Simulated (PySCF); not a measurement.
**Mg₂Te: one geometry, several methods**

How much do the numbers for Mg₂Te (triplet) hang on the method? All levels run at one geometry, the PBE0 minimum.

Program: PySCF 2.14.0. Level of theory: several methods, basis Te def2-TZVP with ECP28, Mg def2-TZVP, scalar-relativistic core potentials, no spin–orbit coupling, density fitting. These are calculated values, not measurements.

**1. Starting geometry**

3 atoms, charge 0, spin multiplicity 3.

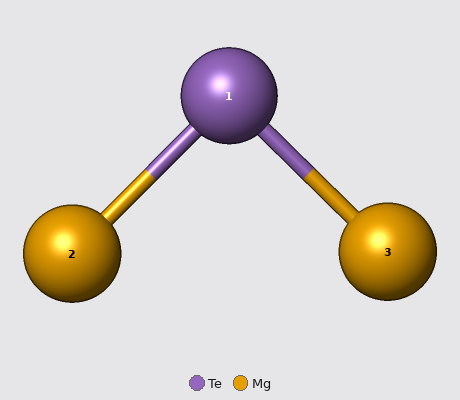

Start geometry, drawn with tellurium purple, magnesium amber; atoms are numbered from 1 in the order of the file.

```xyz
3
charge 0 multiplicity 3
Te    0.0000    0.4971    0.0000
Mg    0.0000   -1.3745    1.8815
Mg    0.0000   -1.3745   -1.8815
```

**2. PBE0**

One driver script runs all steps and calls PySCF; scf.py shows the equivalent input of each level. Each SCF starts from the density of the minimum. The driver also runs the species with one electron less or more at the same geometry (one less: multiplicity 2, one more: multiplicity 2); their logs are not shown.

Input file scf.py:

```python
from pyscf import gto, scf, dft
mol = gto.M(atom='''
Te     0.000000     0.497131    -0.000000
Mg     0.000000    -1.374462     1.881518
Mg    -0.000000    -1.374462    -1.881518''',
    basis={'Te': 'def2-TZVP', 'Mg': 'def2-TZVP'},
    ecp={'Te': 'def2-TZVP'},
    charge=0, spin=2)
mf = dft.UKS(mol, xc='PBE0')
mf.grids.atom_grid = (99, 590)
aux = {'Te': 'def2-universal-JKFIT', 'Mg': 'def2-universal-JKFIT'}
mf = mf.density_fit(auxbasis=aux)
mf.kernel()
```

What it wrote:

```text
init E= -668.024663791548
[... the frontier-level lines of each cycle are left out ...]
cycle= 1 E= -668.024663845425  delta_E= -5.39e-08  |g|= 3.03e-05  |ddm|= 0.000315
cycle= 2 E= -668.024663845641  delta_E= -2.16e-10  |g|= 1.23e-05  |ddm|= 2.31e-05
Extra cycle  E= -668.024663845631  delta_E= 1e-11  |g|= 1.33e-05  |ddm|= 1.84e-05
converged SCF energy = -668.024663845631  <S^2> = 2.0061626  2S+1 = 3.0041056
```

This level, with the species of one electron less or more, took 7 s on 8 threads, shared host.

| Quantity | Value |
| --- | --- |
| energy | -668.024664 Eh |
| one electron less (charge +1) | -667.785336 Eh (doublet, ⟨S²⟩ 0.77) |
| one electron more (charge -1) | -668.079164 Eh (doublet, ⟨S²⟩ 0.78) |
| Mulliken charge of Te1 | -0.55 e |

**3. HF**

Changes to scf.py since step 2:

```diff
@@ -9,2 +9 @@
-mf = dft.UKS(mol, xc='PBE0')
-mf.grids.atom_grid = (99, 590)
+mf = scf.UHF(mol)
```

What it wrote:

```text
init E= -666.27806741589
[... the frontier-level lines of each cycle are left out ...]
cycle= 1 E= -666.291573483054  delta_E= -0.0135  |g|= 0.0355  |ddm|= 0.356
cycle= 2 E= -666.293015022153  delta_E= -0.00144  |g|= 0.0137  |ddm|= 0.109
cycle= 3 E= -666.293354235279  delta_E= -0.000339  |g|= 0.00761  |ddm|= 0.0377
cycle= 4 E= -666.293489844549  delta_E= -0.000136  |g|= 0.0032  |ddm|= 0.0265
cycle= 5 E= -666.293532510987  delta_E= -4.27e-05  |g|= 0.00175  |ddm|= 0.0144
cycle= 6 E= -666.293548029924  delta_E= -1.55e-05  |g|= 0.000895  |ddm|= 0.00998
cycle= 7 E= -666.293552525246  delta_E= -4.5e-06  |g|= 0.000379  |ddm|= 0.0064
cycle= 8 E= -666.2935531726  delta_E= -6.47e-07  |g|= 0.000182  |ddm|= 0.00211
cycle= 9 E= -666.293553353264  delta_E= -1.81e-07  |g|= 7.58e-05  |ddm|= 0.00118
cycle= 10 E= -666.293553389515  delta_E= -3.63e-08  |g|= 2.83e-05  |ddm|= 0.000511
cycle= 11 E= -666.293553393691  delta_E= -4.18e-09  |g|= 9.19e-06  |ddm|= 0.000178
cycle= 12 E= -666.293553394066  delta_E= -3.76e-10  |g|= 3e-06  |ddm|= 5.84e-05
Extra cycle  E= -666.293553394088  delta_E= -2.14e-11  |g|= 1.74e-06  |ddm|= 8.12e-06
converged SCF energy = -666.293553394088  <S^2> = 2.0136043  2S+1 = 3.0090559
```

This level, with the species of one electron less or more, took 3 s.

| Item | Value |
| --- | --- |
| energy | -666.293553 Eh |
| one electron less (charge +1) | -666.052373 Eh (doublet, ⟨S²⟩ 0.95) |
| one electron more (charge -1) | -666.310484 Eh (doublet, ⟨S²⟩ 1.16) |
| Mulliken charge of Te1 | -0.75 e |

**4. MP2**

Changes to scf.py since step 3:

```diff
@@ -12,0 +13,2 @@
+from pyscf.mp import dfump2
+dfump2.DFUMP2(mf, frozen=6).kernel()  # the driver gives MP2 a fitting basis of its own (RI)
```

What it wrote:

```text
init E= -666.27806741589
[... the frontier-level lines of each cycle are left out ...]
cycle= 1 E= -666.291573483054  delta_E= -0.0135  |g|= 0.0355  |ddm|= 0.356
cycle= 2 E= -666.293015022153  delta_E= -0.00144  |g|= 0.0137  |ddm|= 0.109
cycle= 3 E= -666.293354235279  delta_E= -0.000339  |g|= 0.00761  |ddm|= 0.0377
cycle= 4 E= -666.293489844549  delta_E= -0.000136  |g|= 0.0032  |ddm|= 0.0265
cycle= 5 E= -666.293532510986  delta_E= -4.27e-05  |g|= 0.00175  |ddm|= 0.0144
cycle= 6 E= -666.293548029925  delta_E= -1.55e-05  |g|= 0.000895  |ddm|= 0.00998
cycle= 7 E= -666.293552525245  delta_E= -4.5e-06  |g|= 0.000379  |ddm|= 0.0064
cycle= 8 E= -666.2935531726  delta_E= -6.47e-07  |g|= 0.000182  |ddm|= 0.00211
cycle= 9 E= -666.293553353264  delta_E= -1.81e-07  |g|= 7.58e-05  |ddm|= 0.00118
cycle= 10 E= -666.293553389515  delta_E= -3.63e-08  |g|= 2.83e-05  |ddm|= 0.000511
cycle= 11 E= -666.293553393692  delta_E= -4.18e-09  |g|= 9.19e-06  |ddm|= 0.000178
cycle= 12 E= -666.293553394067  delta_E= -3.74e-10  |g|= 3e-06  |ddm|= 5.84e-05
Extra cycle  E= -666.293553394087  delta_E= -2.02e-11  |g|= 1.74e-06  |ddm|= 8.12e-06
converged SCF energy = -666.293553394087  <S^2> = 2.0136043  2S+1 = 3.0090559
```

This level, with the species of one electron less or more, took 4 s.

* energy: -667.108856 Eh
* one electron less (charge +1): -666.864791 Eh (doublet, ⟨S²⟩ 0.95)
* one electron more (charge -1): -667.147796 Eh (doublet, ⟨S²⟩ 1.16)
* MP2 correlation in its own fitting basis (same spin, opposite spin): -0.81530 Eh (-0.26980, -0.54550)

**5. PBE**

Changes to scf.py since step 4:

```diff
@@ -9 +9,2 @@
-mf = scf.UHF(mol)
+mf = dft.UKS(mol, xc='PBE')
+mf.grids.atom_grid = (99, 590)
@@ -13,2 +13,0 @@
-from pyscf.mp import dfump2
-dfump2.DFUMP2(mf, frozen=6).kernel()  # the driver gives MP2 a fitting basis of its own (RI)
```

What it wrote:

```text
init E= -667.96534960576
[... the frontier-level lines of each cycle are left out ...]
cycle= 1 E= -667.966634391091  delta_E= -0.00128  |g|= 0.0347  |ddm|= 0.192
cycle= 2 E= -667.963644937238  delta_E= 0.00299  |g|= 0.068  |ddm|= 0.163
cycle= 3 E= -667.967301810131  delta_E= -0.00366  |g|= 0.0119  |ddm|= 0.124
cycle= 4 E= -667.967370011395  delta_E= -6.82e-05  |g|= 0.00165  |ddm|= 0.0131
cycle= 5 E= -667.967371146677  delta_E= -1.14e-06  |g|= 0.000341  |ddm|= 0.00225
cycle= 6 E= -667.967371182633  delta_E= -3.6e-08  |g|= 5.93e-05  |ddm|= 0.000383
cycle= 7 E= -667.967371185973  delta_E= -3.34e-09  |g|= 2.29e-05  |ddm|= 0.000181
cycle= 8 E= -667.96737118659  delta_E= -6.17e-10  |g|= 2.23e-06  |ddm|= 4.93e-05
Extra cycle  E= -667.967371186583  delta_E= 7.39e-12  |g|= 3.95e-06  |ddm|= 1.23e-05
converged SCF energy = -667.967371186583  <S^2> = 2.0034364  2S+1 = 3.0022901
```

This level, with the species of one electron less or more, took 17 s.

```
energy                        : -667.967371 Eh
one electron less (charge +1) : -667.734853 Eh (doublet, ⟨S²⟩ 0.76)
one electron more (charge -1) : -668.025084 Eh (doublet, ⟨S²⟩ 0.76)
Mulliken charge of Te1        : -0.48 e
```

**6. r2SCAN**

Changes to scf.py since step 5:

```diff
@@ -9 +9 @@
-mf = dft.UKS(mol, xc='PBE')
+mf = dft.UKS(mol, xc='R2SCAN')
```

What it wrote:

```text
init E= -668.275067256543
[... the frontier-level lines of each cycle are left out ...]
cycle= 1 E= -668.276036600655  delta_E= -0.000969  |g|= 0.0138  |ddm|= 0.161
cycle= 2 E= -668.275819312832  delta_E= 0.000217  |g|= 0.0211  |ddm|= 0.0494
cycle= 3 E= -668.276129611198  delta_E= -0.00031  |g|= 0.00508  |ddm|= 0.0365
cycle= 4 E= -668.276143290769  delta_E= -1.37e-05  |g|= 0.000752  |ddm|= 0.00607
cycle= 5 E= -668.276143626129  delta_E= -3.35e-07  |g|= 0.000414  |ddm|= 0.00159
cycle= 6 E= -668.276143750038  delta_E= -1.24e-07  |g|= 6.15e-05  |ddm|= 0.00107
cycle= 7 E= -668.276143758376  delta_E= -8.34e-09  |g|= 2.7e-05  |ddm|= 0.000283
cycle= 8 E= -668.276143759619  delta_E= -1.24e-09  |g|= 4.45e-06  |ddm|= 9.59e-05
cycle= 9 E= -668.27614375966  delta_E= -4.12e-11  |g|= 1.69e-06  |ddm|= 2.09e-05
Extra cycle  E= -668.276143759653  delta_E= 7.05e-12  |g|= 3.51e-06  |ddm|= 8.27e-06
converged SCF energy = -668.276143759653  <S^2> = 2.0086088  2S+1 = 3.0057337
```

This level, with the species of one electron less or more, took 28 s on 8 threads, shared host.

```
energy                        : -668.276144 Eh
one electron less (charge +1) : -668.037702 Eh (doublet, ⟨S²⟩ 0.78)
one electron more (charge -1) : -668.328193 Eh (doublet, ⟨S²⟩ 0.80)
Mulliken charge of Te1        : -0.60 e
```

**7. B3LYP**

Changes to scf.py since step 6:

```diff
@@ -9 +9 @@
-mf = dft.UKS(mol, xc='R2SCAN')
+mf = dft.UKS(mol, xc='B3LYP')
```

What it wrote:

```text
init E= -668.346937290407
[... the frontier-level lines of each cycle are left out ...]
cycle= 1 E= -668.347921128353  delta_E= -0.000984  |g|= 0.00641  |ddm|= 0.175
cycle= 2 E= -668.347946407885  delta_E= -2.53e-05  |g|= 0.00419  |ddm|= 0.0254
cycle= 3 E= -668.347953133419  delta_E= -6.73e-06  |g|= 0.00165  |ddm|= 0.00475
cycle= 4 E= -668.347954447016  delta_E= -1.31e-06  |g|= 0.000483  |ddm|= 0.00235
cycle= 5 E= -668.347954691385  delta_E= -2.44e-07  |g|= 0.000319  |ddm|= 0.00173
cycle= 6 E= -668.347954781344  delta_E= -9e-08  |g|= 8.11e-05  |ddm|= 0.000674
cycle= 7 E= -668.347954794006  delta_E= -1.27e-08  |g|= 1.51e-05  |ddm|= 0.000353
cycle= 8 E= -668.347954794364  delta_E= -3.58e-10  |g|= 4.61e-06  |ddm|= 6.22e-05
Extra cycle  E= -668.347954794377  delta_E= -1.28e-11  |g|= 5.07e-06  |ddm|= 1.78e-05
converged SCF energy = -668.347954794377  <S^2> = 2.0052855  2S+1 = 3.0035216
```

This level, with the species of one electron less or more, took 9.6 s.

| Quantity | Value |
| --- | --- |
| energy | -668.347955 Eh |
| one electron less (charge +1) | -668.111448 Eh (doublet, ⟨S²⟩ 0.76) |
| Mulliken charge of Te1 | -0.53 e |

**8. The ladder**

| level | atomisation energy (kJ/mol) | vertical ionisation energy (eV) | vertical electron affinity (eV) | −ε(HOMO) (eV) | gap (eV) | dipole (D) | wall time |
| --- | --- | --- | --- | --- | --- | --- | --- |
| PBE0 | 285 | 6.51 | 1.48 | 4.94 | 2.20 | 2.30 | 7 s |
| HF | 196 | 6.56 | 0.46 | 6.90 | 6.84 | 2.69 | 3 s |
| MP2 | 283 | 6.64 | 1.06 | – | – | – | 4 s |
| PBE | 284 | 6.33 | 1.57 | 4.16 | 0.76 | 2.07 | 17 s |
| r2SCAN | 319 | 6.49 | 1.42 | 4.38 | 1.34 | 2.35 | 28 s |
| B3LYP | 239 | 6.44 | – | 4.71 | 1.68 | 2.38 | 9.6 s |

Times are for 8 threads, shared host; PBE0 starts from its own converged density, so its time is not comparable. A dash stands where a species or a free atom was not run at that level, or the quantity is not defined.

Atomisation goes to high-spin atoms in their ground configurations, run at the same level, without zero-point energy.

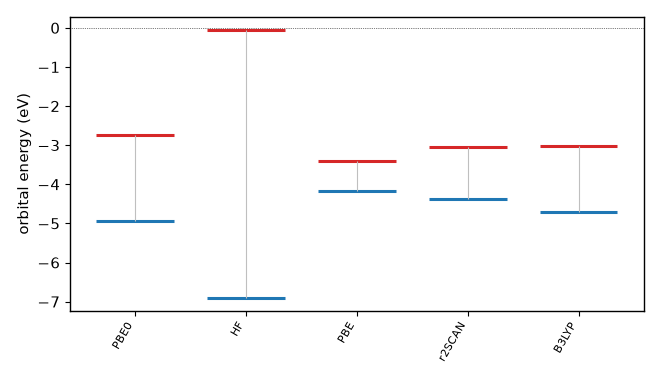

Highest occupied (blue) and lowest empty (red) levels by method.

**9. What came out**

| quantity | value |
| --- | --- |
| atomisation energy, range | 196 (HF) to 319 (r2SCAN) kJ/mol |
| vertical ionisation energy, range | 6.33 (PBE) to 6.64 (MP2) eV |
| vertical electron affinity, range | 0.46 (HF) to 1.57 (PBE) eV |
| orbital gap, range | 0.76 (PBE) to 6.84 (HF) eV |

In words: The atomisation energy spreads over 122 kJ/mol, from HF to r2SCAN; without a CCSD(T) value for it there is no yardstick here. Spin contamination is strong in at least one of the open-shell species at HF, MP2. Without diffuse functions electron affinities tend to come out too low. Spin–orbit coupling, left out here, can matter for elements this heavy.
